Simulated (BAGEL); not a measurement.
**BF (SMILES [B]F): HF/3-21G (density fitting with cc-pvqz-jkfit)**

What is the vertical electron affinity of BF at HF/3-21G (density fitting with cc-pvqz-jkfit)? 

The calculation is run with BAGEL 1.2.2.

## Step 1: The molecule

BF has 2 atoms, charge 0, and is taken as a singlet. SMILES: `[B]F`. The shape is that of a PBE0-D4/def2-TZVP optimisation.

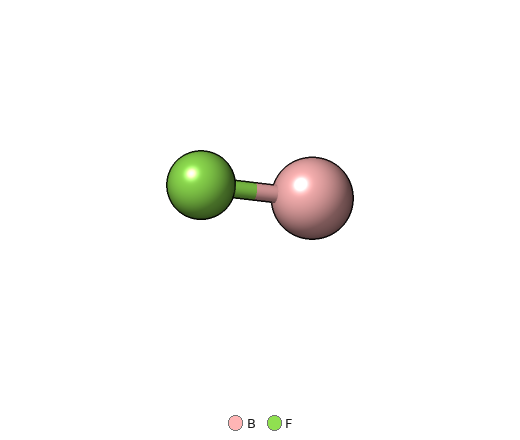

The structure, seen from a chosen angle (boron pink, fluorine green).

## Step 2: A single-point energy at HF/3-21G (density fitting with cc-pvqz-jkfit)

The input, job.json:

```json
{ "bagel" : [

{
  "title" : "molecule",
  "basis" : "3-21g",
  "df_basis" : "cc-pvqz-jkfit",
  "angstrom" : true,
  "geometry" : [
    { "atom" : "B", "xyz" : [    0.000000,    0.000000,   -0.009350 ] },
    { "atom" : "F", "xyz" : [    0.000000,    0.000000,    1.253740 ] }
  ]
},
{ "title" : "hf" },
{ "title" : "print", "file" : "orbitals.molden", "orbitals" : true }

]}
```

Started as:

```console
$ BAGEL_NUM_THREADS=1 BAGEL job.json > job.out
```

Log:

```text
* using 1 threads per process

  ===============================================================
  ===============================================================

  *** Geometry ***

  { "atom" : "B", "xyz" : [      0.000000,      0.000000,     -0.017669 ] },
  { "atom" : "F", "xyz" : [      0.000000,      0.000000,      2.369225 ] },

  Number of auxiliary basis functions:      212

  Since a DF basis is specified, we compute 2- and 3-index integrals:
    o Being stored without compression. Storage requirement is 0.001 GB

  Number of basis functions:       18
  Number of electrons      :       14

    * METHOD: MOLECULE                             0.02

  *** RHF ***

  === Nuclear Repulsion ===
    18.8529514763

      * DIIS with orbital gradients will be used.

  === RHF iteration (3-21g) ===
      0       -123.36711646          0.05258679           0.00
      1       -123.40825564          0.03690864           0.00
      2       -123.43164586          0.00161739           0.00
      3       -123.43184104          0.00025001           0.00
      4       -123.43184471          0.00007508           0.00
      5       -123.43184508          0.00001243           0.00
      6       -123.43184509          0.00000108           0.00
      7       -123.43184509          0.00000030           0.00
      8       -123.43184509          0.00000009           0.00
      9       -123.43184509          0.00000001           0.00
    * SCF iteration converged.

    * Permanent dipole moment:
           (   -0.000000,     0.000000,    -0.307376) a.u.

    * METHOD: HF                                   0.03

    * METHOD: PRINT                                0.00

  ===============================================================
```

Run time: 0.2 s. Hardware: 1 thread of Arm Neoverse V2, shared host.

## Step 3: The doublet anion at the same level

The input, hf.json:

```json
{ "bagel": [

{
  "title": "molecule",
  "basis": "3-21g",
  "df_basis": "cc-pvqz-jkfit",
  "angstrom": "true",
  "geometry": [
    { "atom": "B", "xyz": [       0.000000,       0.000000,      -0.009350 ] },
    { "atom": "F", "xyz": [       0.000000,       0.000000,       1.253740 ] }
  ]
},

{ "title": "uhf", "charge": -1, "nopen": 1 },

{ "title": "print", "file": "orbitals.molden", "orbitals": "true" }

]}
```

Started as:

```console
$ BAGEL_NUM_THREADS=1 BAGEL hf.json > hf.out
```

Log:

```text
* using 1 threads per process

  ===============================================================
  ===============================================================

  *** Geometry ***

  { "atom" : "B", "xyz" : [      0.000000,      0.000000,     -0.017669 ] },
  { "atom" : "F", "xyz" : [      0.000000,      0.000000,      2.369225 ] },

  Number of auxiliary basis functions:      212

  Since a DF basis is specified, we compute 2- and 3-index integrals:
    o Being stored without compression. Storage requirement is 0.001 GB

  Number of basis functions:       18
  Number of electrons      :       14

    * METHOD: MOLECULE                             0.02

  *** Open-shell HF ***

  === Nuclear Repulsion ===
    18.8529514763

      * DIIS with orbital gradients will be used.

  === UHF iteration (3-21g) ===
      0       -123.25911546          0.10071732           0.00
      1       -123.31063832          0.05861373           0.00
      2       -123.32248945          0.03202013           0.00
      3       -123.32749507          0.00095876           0.00
      4       -123.32756596          0.00016263           0.00
      5       -123.32757356          0.00003816           0.00
      6       -123.32757464          0.00000898           0.00
      7       -123.32757474          0.00000238           0.00
      8       -123.32757474          0.00000083           0.00
      9       -123.32757474          0.00000032           0.00
     10       -123.32757474          0.00000007           0.00
     11       -123.32757474          0.00000002           0.00
     12       -123.32757474          0.00000000           0.00
    * SCF iteration converged.

    * S^2 (UHF) is 0.7553

    * Permanent dipole moment:
           (   -0.000000,    -0.000000,    -1.791084) a.u.

    * METHOD: UHF                                  0.04

    * METHOD: PRINT                                0.00

  ===============================================================
```

Wall time 0.22 s (1 thread of Arm Neoverse V2, shared host).

## Step 4: What came out

At HF/3-21G (density fitting with cc-pvqz-jkfit):

| quantity | value |
| --- | --- |
| singlet BF: total energy | -123.43185 Eh |
| singlet BF: dipole moment | 0.78 D |
| singlet BF: HOMO energy | -10.88 eV |
| singlet BF: LUMO energy | 3.24 eV |
| singlet BF: HOMO–LUMO gap | 14.12 eV |
| doublet anion: total energy | -123.32757 Eh |
| doublet anion: ⟨S²⟩ | 0.755 |
| vertical electron affinity (to the doublet anion) | -2.837 eV |

What this shows: The anion lies 2.84 eV (274 kJ/mol) above the neutral: the electron isn't bound at this level, and such a value depends on the basis. Without diffuse functions anions come out too high. Hartree–Fock misses the correlation that binds many anions.
